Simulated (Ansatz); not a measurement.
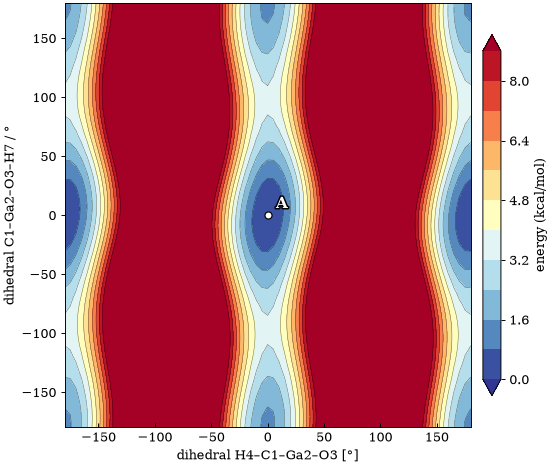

CH4GaO, SMILES [CH2-][GaH][OH], charge −1. Coordinates scanned: (1) dihedral H4–C1–Ga2–O3; (2) dihedral C1–Ga2–O3–H7. Nothing is relaxed (all other coordinates rigid). Grid: 18 × 18 points; 164 points were computed and 160 follow by symmetry. Energies: kcal/mol, counted from the lowest grid point. All numbers below come from RHF/def2-SVPD (Ansatz 0.2.0).

Drawn: filled contours, one colour for all values above the top of the scale, the point A. Between grid points the surface is interpolated.

Q: What is the easiest way out of the well at A, and how high is the barrier?

A: The easiest path leads from the well at dihedral H4–C1–Ga2–O3 = 0°, dihedral C1–Ga2–O3–H7 = 0° to the well at dihedral H4–C1–Ga2–O3 = 0°, dihedral C1–Ga2–O3–H7 = −180°, about 1.4 kcal/mol higher. Its highest point lies about 3.3 kcal/mol above the bottom of the first well on the interpolated surface, at dihedral H4–C1–Ga2–O3 = 0°, dihedral C1–Ga2–O3–H7 = −100°. Seen from the upper well the barrier is about 1.9 kcal/mol. The start is the relaxed structure and all else is held, so a fully relaxed path at this level can only be lower.

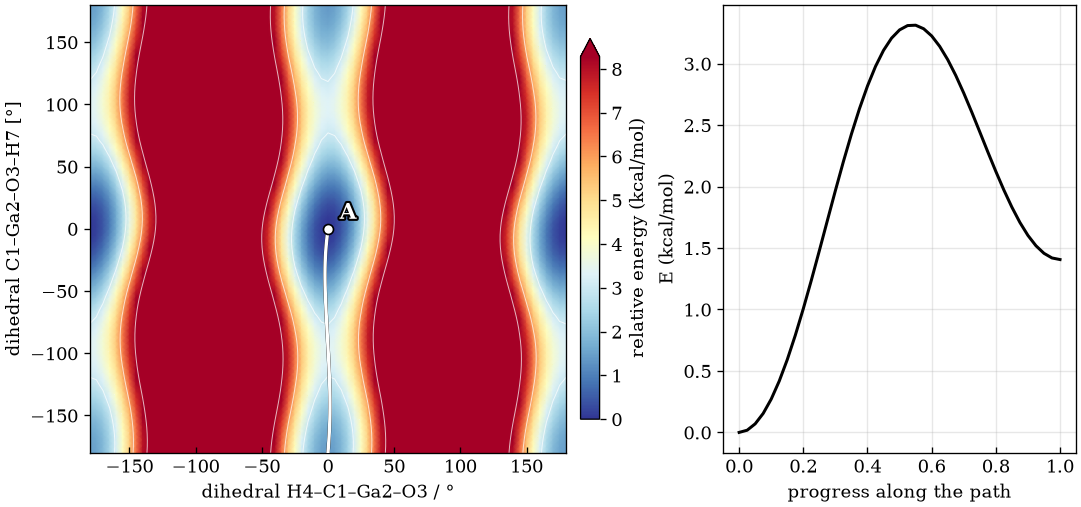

The picture shows a smooth colour map with a few white contour lines, a line along the lowest path, one colour for all values above the top of the scale, the energy along the path at the right. Between grid points the surface is interpolated.
